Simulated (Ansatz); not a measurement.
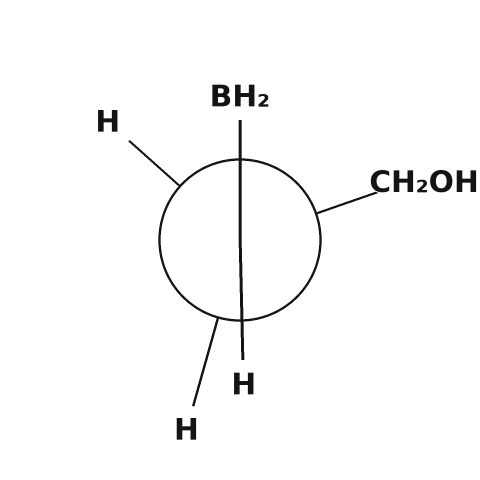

A Newman projection along the N–Si bond, nitrogen in front; angles are drawn as computed, but eclipsed bonds slightly apart. The geometry was computed by an optimisation with PBE0-D4/def2-TZVP. No frequency run is at hand to confirm it as a minimum.

> Which molecule is it?

CH8BNOSi, BN[SiH2]CO

> What is the torsion angle from the front BH2 to the back CH2OH? The sign is positive where the front bond must turn clockwise to cover the back bond.

71°, synclinal (gauche).
